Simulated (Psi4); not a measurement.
# One shape, several levels: [H2]+ (SMILES [H][H+])

Aim: a comparison of 6 runs (UHF/3-21G, U-wB97/6-31+G**, USVWN5/cc-pVDZ, UPW86PBE/3ZaPa-NR, UHSE06/aug-cc-pV(T+d)Z) of [H2]+. 

The results are computed with Psi4 1.11.

11 further runs of the same task are left out: 5 that didn't finish, 6 set aside as unsound or not needed.

### Step 1. Starting point

The species is [H2]+ (2 atoms), meant as a doublet with charge +1. SMILES: `[H][H+]`. The coordinates come from a GFN2-xTB relaxation.

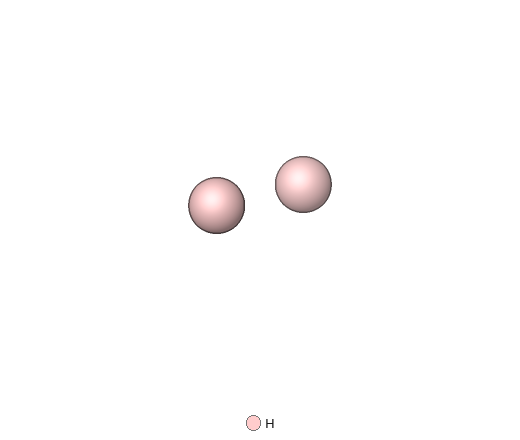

The structure, seen from a chosen angle (hydrogen pink).

### Step 2. Energy and forces at UHF/3-21G (run 1)

Contents of h2.xyz:

```xyz
2
H2
H      0.000000     0.000000     0.000000
H      0.000000     0.000000     1.026910
```

Contents of calc.py:

```python
import psi4

psi4.set_memory('1600 MB')
psi4.set_num_threads(1)
psi4.core.set_output_file('run.log', False)

with open('h2.xyz') as f:
    atoms = ''.join(f.readlines()[2:])
mol = psi4.geometry('1 2\n' + atoms + 'symmetry c1')

psi4.set_options({
    'basis': '3-21G',
    'reference': 'uhf',
    'puream': True,
    'e_convergence': 1e-09,
    'd_convergence': 1e-08,
    'scf_type': 'pk',
    'maxiter': 200,
})

e = psi4.gradient("hf", molecule=mol)
print('gradient / Eh bohr^-1')
print(e.np.round(6))
```

Started as:

```bash
python calc.py
```

run.log:

```text
[...]
  Running in c1 symmetry.
[...]
  Nuclear repulsion =    0.515310212842411
[...]
  Multiplicity = 2
[...]
  Nalpha       = 1
  Nbeta        = 0
[...]
    Number of basis functions: 4
[...]
   @UHF iter   1:    -0.56492828858482    2.49674e-01   3.71601e-02 ADIIS/DIIS
[...]
   @UHF iter   5:    -0.58302914789157   -3.92827e-11   2.93801e-16 DIIS
[...]
   @S^2 Observed:                7.500000000E-01
[...]
  @UHF Final Energy:    -0.58302914789157
   => Energetics <=
    Nuclear Repulsion Energy =              0.5153102128424109
    One-Electron Energy =                  -1.0983393607339822
    Two-Electron Energy =                   0.0000000000000001
    Total Energy =                         -0.5830291478915712
  UHF NO Occupations:
  HONO-0 :    1  A 1.0000000
  LUNO+0 :    2  A 0.0000000
[...]
 Multipole Moments:
 ------------------------------------------------------------------------------------
     Multipole            Electronic (a.u.)      Nuclear  (a.u.)        Total (a.u.)
 ------------------------------------------------------------------------------------
 L = 1.  Multiply by 2.5417464519 to convert [e a0] to [Debye]
 Dipole X            :          0.0000000            0.0000000            0.0000000
 Dipole Y            :          0.0000000            0.0000000            0.0000000
 Dipole Z            :         -0.0000000            0.0000000           -0.0000000
 Magnitude           :                                                    0.0000000
[...]
  -Total Gradient:
     Atom            X                  Y                   Z
    ------   -----------------  -----------------  -----------------
       1        0.000000000000     0.000000000000     0.004719045647
       2        0.000000000000     0.000000000000    -0.004719045647
[...]
```

On the terminal:

```text
gradient / Eh bohr^-1
[[ 0.        0.        0.004719]
 [ 0.        0.       -0.004719]]
```

Run time: 1.5 s. Hardware: 1 thread of AMD EPYC 7B13 (Zen 3), shared host; peak memory 0.17 GiB.

### Step 3. A single-point energy at U-wB97/6-31+G(d,p) (Cartesian functions) (run 2)

Contents of h2.json:

```json
{
  "schema_name": "qcschema_input",
  "schema_version": 1,
  "molecule": {
    "schema_name": "qcschema_molecule",
    "schema_version": 2,
    "symbols": ["H", "H"],
    "geometry": [0.0, 0.0, 0.0, 0.0, 0.0, 1.94057865],
    "molecular_charge": 1,
    "molecular_multiplicity": 2
  },
  "driver": "energy",
  "model": {
    "method": "wb97",
    "basis": "6-31+G**"
  },
  "keywords": {
    "reference": "uks",
    "scf_type": "pk"
  }
}
```

Started as:

```bash
psi4 --qcschema h2.json -n 1 --memory 1600MB
```

stdout:

```text
[...]
  Running in d2h symmetry.
[...]
  Nuclear repulsion =    0.515310214301286
[...]
  Multiplicity = 2
[...]
  Nalpha       = 1
  Nbeta        = 0
[...]
    Number of basis functions: 10
[...]
   @UKS iter   1:    -0.58215522008367    3.01855e-01   3.30068e-02 DIIS/ADIIS
[...]
   @UKS iter   5:    -0.60456203839011   -7.98030e-09   2.13051e-08 DIIS
[...]
   @S^2 Observed:                7.500000000E-01
[...]
  @UKS Final Energy:    -0.60456203839011
   => Energetics <=
    Nuclear Repulsion Energy =              0.5153102143012860
    One-Electron Energy =                  -1.1094235715586125
    Two-Electron Energy =                   0.1474882452089164
    DFT Exchange-Correlation Energy =      -0.1579369263416979
    Empirical Dispersion Energy =           0.0000000000000000
    VV10 Nonlocal Energy =                  0.0000000000000000
    Total Energy =                         -0.6045620383901079
[...]
 Multipole Moments:
 ------------------------------------------------------------------------------------
     Multipole            Electronic (a.u.)      Nuclear  (a.u.)        Total (a.u.)
 ------------------------------------------------------------------------------------
 L = 1.  Multiply by 2.5417464519 to convert [e a0] to [Debye]
 Dipole X            :          0.0000000            0.0000000            0.0000000
 Dipole Y            :          0.0000000            0.0000000            0.0000000
 Dipole Z            :          0.0000000            0.0000000            0.0000000
 Magnitude           :                                                    0.0000000
[...]
```

The result, in JSON:

```text
{
 "driver": "energy",
 "model": {
  "method": "wb97",
  "basis": "6-31+G**"
 },
 "success": true,
 "return_result": -0.6045620383901079,
 "properties": {
  "calcinfo_nbasis": 10,
  "calcinfo_nmo": 10,
  "calcinfo_nalpha": 1,
  "calcinfo_nbeta": 0,
  "calcinfo_natom": 2,
  "nuclear_repulsion_energy": 0.515310214301286,
  "return_energy": -0.6045620383901079,
  "scf_one_electron_energy": -1.1094235715586125,
  "scf_two_electron_energy": 0.14748824520891643,
  "scf_xc_energy": -0.15793692634169787,
  "scf_dipole_moment": [0.0, 0.0, 0.0],
  "scf_total_energy": -0.6045620383901079,
  "scf_iterations": 5
 }
}
```

It took 2.1 s on 1 thread of AMD EPYC 7B13 (Zen 3), shared host; peak memory 0.2 GiB.

Runs 3 to 5 aren't shown in full; the table further down has their settings and results.

### Step 4. The charge distribution at UHSE06/aug-cc-pV(T+d)Z (run 6)

Contents of run.py:

```python
import psi4

psi4.set_memory('1600 MB')
psi4.set_num_threads(1)
psi4.core.set_output_file('run.log', False)

geom = psi4.geometry("""
1 2
H      0.00000000     0.00000000     0.00000000
H      0.00000000     0.00000000     1.94057865
units au
symmetry c1
""")

psi4.set_options(dict(basis='aug-cc-pV(T+d)Z', reference='uks', scf_type='direct'))

e_tot, wfn = psi4.energy('hse06', molecule=geom, return_wfn=True)
psi4.oeprop(wfn, 'ESP_AT_NUCLEI', 'NO_OCCUPATIONS', 'MBIS_CHARGES', 'LOWDIN_CHARGES')
print(f'total energy {e_tot:.8f} hartree = {e_tot * 27.211386:.5f} eV')
```

Started as:

```bash
python run.py
```

run.log:

```text
[...]
  Running in c1 symmetry.
[...]
  Nuclear repulsion =    0.515310214301286
[...]
  Multiplicity = 2
[...]
  Nalpha       = 1
  Nbeta        = 0
[...]
    Number of basis functions: 46
[...]
   @DF-UKS iter   1:    -0.59373794278183    3.51172e-01   2.51648e-03 ADIIS/DIIS
[...]
   @UKS iter   6:    -0.60821574283348   -7.63537e-10   4.88480e-08 DIIS
[...]
   @S^2 Observed:                7.500000000E-01
[...]
  @UKS Final Energy:    -0.60821574283348
   => Energetics <=
    Nuclear Repulsion Energy =              0.5153102143012859
    One-Electron Energy =                  -1.1168256930495666
    Two-Electron Energy =                   0.2670310489694331
    DFT Exchange-Correlation Energy =      -0.2737313130546301
    Empirical Dispersion Energy =           0.0000000000000000
    VV10 Nonlocal Energy =                  0.0000000000000000
    Total Energy =                         -0.6082157428334778
[...]
 Multipole Moments:
 ------------------------------------------------------------------------------------
     Multipole            Electronic (a.u.)      Nuclear  (a.u.)        Total (a.u.)
 ------------------------------------------------------------------------------------
 L = 1.  Multiply by 2.5417464519 to convert [e a0] to [Debye]
 Dipole X            :         -0.0000000            0.0000000           -0.0000000
 Dipole Y            :         -0.0000000            0.0000000           -0.0000000
 Dipole Z            :         -0.0000000            0.0000000           -0.0000000
 Magnitude           :                                                    0.0000000
[...]
```

On the terminal:

```text
total energy -0.60821574 hartree = -16.55039 eV
```

Wall time 4.2 s (1 thread of AMD EPYC 7B13 (Zen 3), shared host); peak memory 0.25 GiB.

Atomic charges (e):

```csv
atom,Löwdin,MBIS
H1,+0.500,+0.500
H2,+0.500,+0.500
```

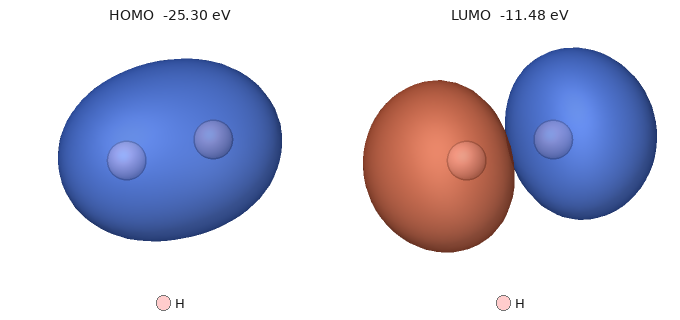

Frontier orbitals of this run (spin up), surfaces at ±0.2 Å^-3/2.

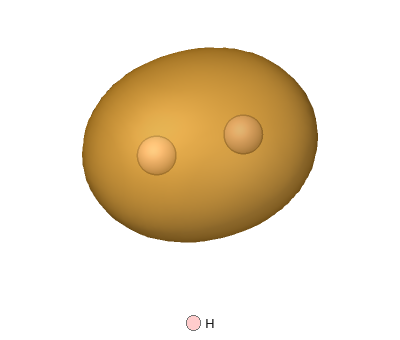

Spin density, surfaces at ±0.03 e/Å³.

### Step 5. All runs side by side

```csv
run,level,task,Cartesian functions,energy (Eh),HOMO energy (eV),⟨S²⟩,wall time
1,UHF/3-21G,gradient,no,-0.583029,-29.89,0.750,1.5 s
2,U-wB97/6-31+G** (Cartesian functions),energy,yes,-0.604562,-28.56,0.750,2.1 s
3,"U-wB97/6-31+G** (ZORA, Cartesian functions)",energy,yes,-0.604573,-28.56,0.750,2.8 s
4,USVWN5/cc-pVDZ,energy,no,-0.580819,-23.54,0.750,2.4 s
5,"UPW86PBE/3ZaPa-NR (DKH2, density fitting)",gradient,no,-0.613686,–,0.750,6.3 s
6,UHSE06/aug-cc-pV(T+d)Z,properties,no,-0.608216,-25.30,0.750,4.2 s
```

### Step 6. What came out

| quantity | value |
| --- | --- |
| run 6: total energy | -0.60822 Eh |
| run 6: HOMO energy (highest over α and β) | -25.30 eV |
| run 6: ⟨S²⟩ | 0.750 |

Totals of different functionals can't be ranked against each other. All runs together took 19 s, the longest 6.3 s.
